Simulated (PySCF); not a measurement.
## Electronic structure of C₂H₇FO₂Si (SMILES OC(O)(F)C[SiH3]) in real space

Input

```
{"job": {"kind": "nmr", "xc": "PBE0", "basis": "pcSseg-1"}, "charge": 0, "multiplicity": 1}
C      1.000148     0.246805    -0.043260
C     -0.216981    -0.523528    -0.511335
Si    -1.829412    -0.048226     0.366124
O      1.049869     0.243248     1.314003
O      2.202884    -0.226558    -0.519293
F      0.871408     1.552903    -0.499465
H     -0.030210    -1.596326    -0.350925
H     -0.337523    -0.364009    -1.594409
H     -2.963641    -0.644653    -0.406459
H     -2.001165     1.432663     0.402539
H     -1.866824    -0.595535     1.752631
H      1.907224     0.606607     1.573628
H      2.223749    -0.101583    -1.474886
```

Command:

```sh
OMP_NUM_THREADS=1 python cluster_run.py task.json out
```

Geometry: PBE0-D3(BJ)/def2-SVP.

Theory: PBE0/pcSseg-1, SCF density, gas phase, non-relativistic in PySCF.

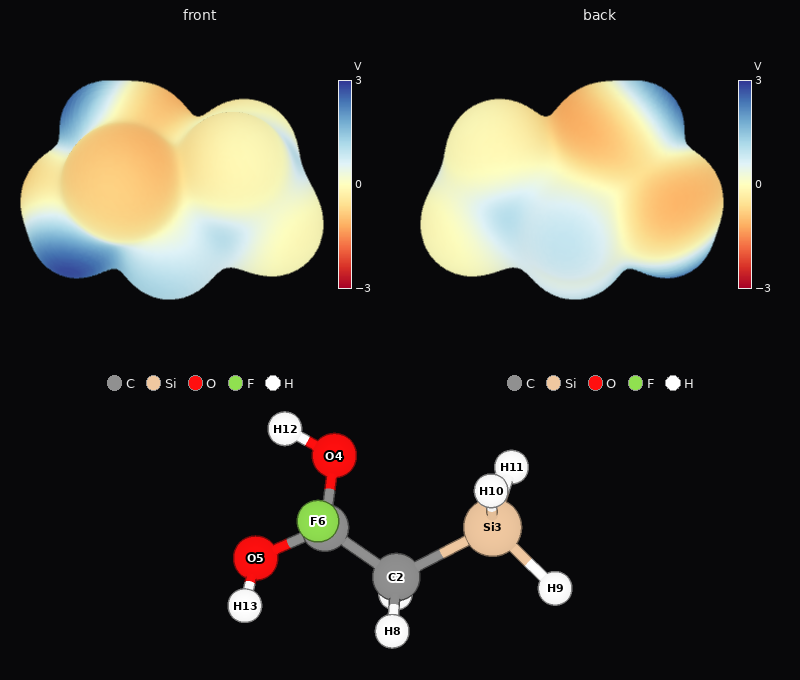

Figure 1. The electrostatic potential painted on the density surface at 0.002 e/bohr³, seen from the front and from behind; the colour scale runs from red (negative) to blue (positive). The bare structure is drawn below in the same view.

**Describe the electrostatic potential map.**

The most negative region (about −1.1 V) lies over O4 and O5, the most positive (about +2.7 V) over H13.

**What dipole moment does the calculation give?**

Its dipole moment is 1.75 D.

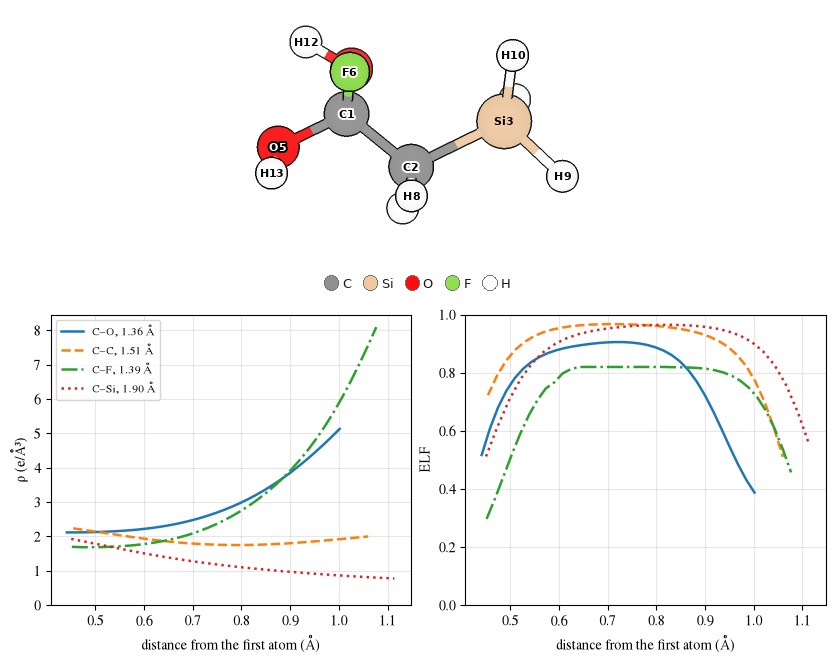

Figure 2. Electron density and electron localisation function along straight lines between neighbouring atoms. The curves leave out the atomic cores. The structure is drawn too.

**What can be read from the curves?**

C–O (1.36 Å): ρ at the midpoint is about 2.4 e/Å³, with its minimum of 2.1 e/Å³ about 0.5 Å from C; the ELF peaks at about 0.90 between the atoms, as expected for a polar covalent bond.
C–C (1.51 Å): the density is about 1.8 e/Å³ at the midpoint; the ELF peaks at about 0.95 between the atoms (localised, covalent bonding).
C–F (1.39 Å): the density is about 2.1 e/Å³ at the midpoint, with its minimum of 1.7 e/Å³ about 0.5 Å from C; the ELF peaks at about 0.80 between the atoms (a polar covalent bond).
C–Si (1.90 Å): ρ at the midpoint is about 0.92 e/Å³; the ELF peaks at about 0.95 between the atoms (a shared electron pair).
